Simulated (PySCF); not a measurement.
**C3H7ClOSi: density, localisation and related maps**

```yaml
atoms:
  - { symbol: Cl, position_ang: [3.0695, 0.5965, 0.7367] }
  - { symbol: Si, position_ang: [1.2582, -0.2569, 0.8464] }
  - { symbol: C, position_ang: [-0.2240, 0.9260, 0.6719] }
  - { symbol: C, position_ang: [-1.1382, 0.1064, -0.2404] }
  - { symbol: C, position_ang: [-0.2366, -0.6726, -1.2019] }
  - { symbol: O, position_ang: [0.9328, -1.0807, -0.5239] }
  - { symbol: H, position_ang: [1.2082, -1.1688, 1.9795] }
  - { symbol: H, position_ang: [-0.7293, 1.1921, 1.5958] }
  - { symbol: H, position_ang: [0.0674, 1.8557, 0.1807] }
  - { symbol: H, position_ang: [-1.8464, 0.7240, -0.7924] }
  - { symbol: H, position_ang: [-1.6997, -0.6073, 0.3648] }
  - { symbol: H, position_ang: [0.0635, -0.0455, -2.0481] }
  - { symbol: H, position_ang: [-0.7297, -1.5684, -1.5868] }
```

Geometry: GFN2-xTB.

These are results of wB97X-D/def2-SVPD, SCF density, gas phase in PySCF 2.14.0, not measurements.

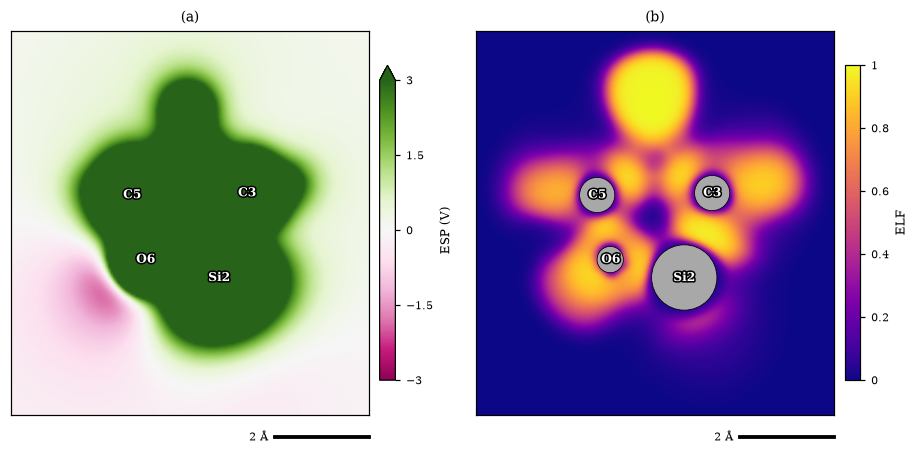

Figure 1. (a) molecular electrostatic potential; (b) electron localisation function on the plane of atoms C3, Si2 and O6. Grey discs cover the atomic cores in the ELF map.

**What do the fields say about this system?**

Atoms in the plane: Si, C and O.
C–O (1.41 Å): the ELF peaks at about 0.90 between the atoms, as expected for a polar covalent bond.
Si–O (1.63 Å): the ELF peaks at about 0.90 between the atoms; a polar covalent bond.
C–Si (1.90 Å): the ELF peaks at about 0.95 between the atoms: a shared electron pair.
The ELF also peaks beside O6, away from the bonds: lone-pair regions.
Outside the dense part of the molecule the potential is most negative (−1.9 V) near O6.

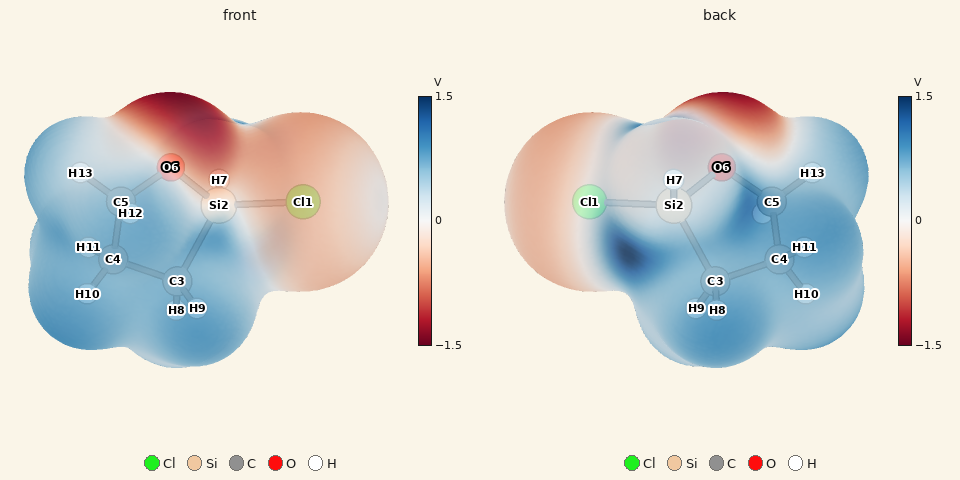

Figure 2. The electrostatic potential painted on the density surface at 0.002 e/bohr³, seen from the front and from behind; the colour scale runs from red (negative) to blue (positive).

**Where is the surface potential most negative and most positive?**

The most negative region (about −1.4 V, or −32 kcal/mol for a unit charge) lies over O6, the most positive (about +1.4 V, or +32 kcal/mol for a unit charge) over Si2. O6 is the likeliest acceptor of a hydrogen bond.
